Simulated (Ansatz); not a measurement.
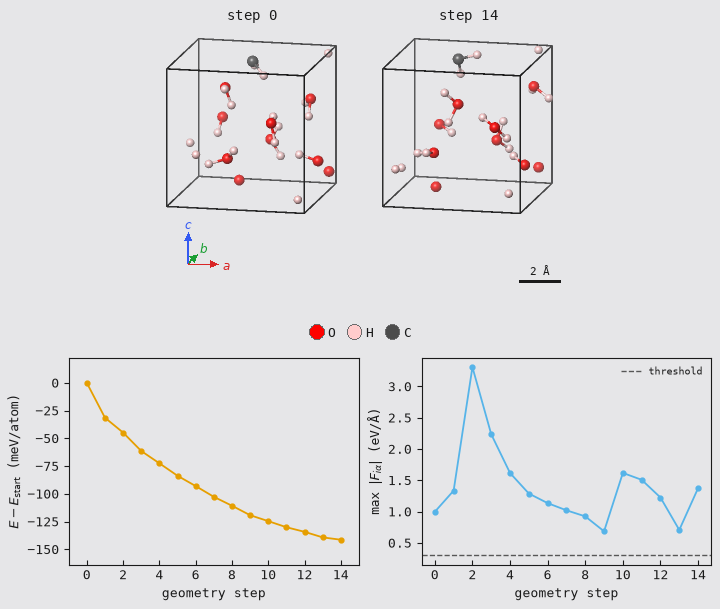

First and last geometry of a relaxation of an amorphous cell of composition H₁₈CO₉, with the history of the run. A ball-and-stick model of the cell of the calculation, seen slightly off an axis.

The cell holds 8 H2O + 1 H2CO. The run prepares the start of a later molecular dynamics calculation, from a guessed geometry.

All numbers below come from Ansatz 0.2.0, DFT PBE-D3(BJ), scalar-relativistic, plane waves, PAW.

Input
```yaml
crystal:
  lattice:
    - [6.918093, 0.0, 0.0]
    - [0.0, 6.918093, 0.0]
    - [0.0, 0.0, 6.918093]
  atoms:
    - { symbol: O, position: [0.6965452, 0.2744872, 0.5798625] }
    - { symbol: H, position: [0.6790766, 0.4123415, 0.5969608] }
    - { symbol: H, position: [0.7267615, 0.2607883, 0.4438456] }
    - { symbol: O, position: [0.1824015, 0.9644086, 0.4491273] }
    - { symbol: H, position: [0.1944208, 1.0785104, 0.3688925] }
    - { symbol: H, position: [0.1723939, 0.8592732, 0.3572159] }
    - { symbol: O, position: [0.9681891, 0.9172663, 0.1032299] }
    - { symbol: H, position: [0.9739077, 0.8652074, -0.0266102] }
    - { symbol: H, position: [0.9423383, 1.0535113, 0.0839858] }
    - { symbol: O, position: [0.3498761, 0.3946064, 0.2790431] }
    - { symbol: H, position: [0.2297998, 0.3296107, 0.2480829] }
    - { symbol: H, position: [0.4181801, 0.3028973, 0.3598225] }
    - { symbol: O, position: [0.3048382, 0.5200688, 0.7665262] }
    - { symbol: H, position: [0.3445451, 0.5452287, 0.6346488] }
    - { symbol: H, position: [0.3328371, 0.3841394, 0.7849806] }
    - { symbol: O, position: [0.5703096, 0.8036235, 0.3416866] }
    - { symbol: H, position: [0.5986394, 0.9223058, 0.4103394] }
    - { symbol: H, position: [0.6389724, 0.8174052, 0.2204563] }
    - { symbol: O, position: [0.9698532, 0.5652677, 0.2560088] }
    - { symbol: H, position: [0.8375415, 0.5501502, 0.2992102] }
    - { symbol: H, position: [1.0106417, 0.6862335, 0.3134969] }
    - { symbol: O, position: [0.8547299, 0.8299988, 0.6440605] }
    - { symbol: H, position: [0.7918687, 0.9425065, 0.5893632] }
    - { symbol: H, position: [0.8614461, 0.739693, 0.5372848] }
    - { symbol: O, position: [0.3488834, 0.7690705, 1.0410292] }
    - { symbol: C, position: [0.4341749, 0.8237986, 0.8966856] }
    - { symbol: H, position: [0.413757, 0.9700616, 0.8363058] }
    - { symbol: H, position: [0.5367377, 0.7302445, 0.8180472] }
basis:
  ecutwfc: 420.0
kpoints:
  mp_grid: { grid: [1, 1, 1] }
hamiltonian:
  xc: pbe
  dispersion: d3bj
scf:
  occupations: { method: fermi_dirac, width: 0.05 }
  lower_state_search: "off"
relax:
  f_tol: 0.3
  max_steps: 15
  adjacent_minimum: "off"
output:
  write_density: true
  write_potential: true
  elf: true
  volumetric_format: npy
```

Command:
```bash
ansatz run input.yaml --threads 1 --pin off --max-ram 3072MiB --backend cpu --events-out ev --progress --plain --runs-dir out
```

### Read the history and describe the run.

The relaxation stopped without meeting its thresholds, so the last structure isn't shown to be converged. It used up its limit of 15 steps. The largest move is that of H24, 1.62 Å along [3 3 2]. By element the largest moves are H 1.62 Å, O 1.21 Å, C 0.59 Å. The cell doesn't change. Near-neighbour distances that change, for instance: O13–H14 0.969 → 1.012 Å, O19–H20 0.969 → 0.996 Å, O10–H12 0.969 → 0.991 Å, C26–H27 1.104 → 1.124 Å. The energy falls by 141 meV per atom in 14 geometry steps. Largest force component: 1 eV/Å at the start, 1.4 eV/Å at the end.

```json
{"step": "0", "E − E(0), meV/atom": "0.00", "largest force component, eV/Å": "0.9971"}
{"step": "1", "E − E(0), meV/atom": "-31.40", "largest force component, eV/Å": "1.3347"}
{"step": "2", "E − E(0), meV/atom": "-44.82", "largest force component, eV/Å": "3.3081"}
{"step": "3", "E − E(0), meV/atom": "-61.42", "largest force component, eV/Å": "2.2358"}
{"step": "4", "E − E(0), meV/atom": "-72.49", "largest force component, eV/Å": "1.6170"}
{"step": "5", "E − E(0), meV/atom": "-83.72", "largest force component, eV/Å": "1.2888"}
{"step": "6", "E − E(0), meV/atom": "-93.00", "largest force component, eV/Å": "1.1355"}
{"step": "7", "E − E(0), meV/atom": "-102.69", "largest force component, eV/Å": "1.0208"}
{"step": "8", "E − E(0), meV/atom": "-110.72", "largest force component, eV/Å": "0.9240"}
{"step": "9", "E − E(0), meV/atom": "-119.25", "largest force component, eV/Å": "0.6853"}
{"step": "10", "E − E(0), meV/atom": "-124.60", "largest force component, eV/Å": "1.6182"}
{"step": "11", "E − E(0), meV/atom": "-130.08", "largest force component, eV/Å": "1.5081"}
{"step": "12", "E − E(0), meV/atom": "-134.23", "largest force component, eV/Å": "1.2249"}
{"step": "13", "E − E(0), meV/atom": "-139.25", "largest force component, eV/Å": "0.7073"}
{"step": "14", "E − E(0), meV/atom": "-141.36", "largest force component, eV/Å": "1.3745"}
```

Limits of the set-up: the periodic images lie only 6.9 Å apart, so the values are limited by the cell's size.
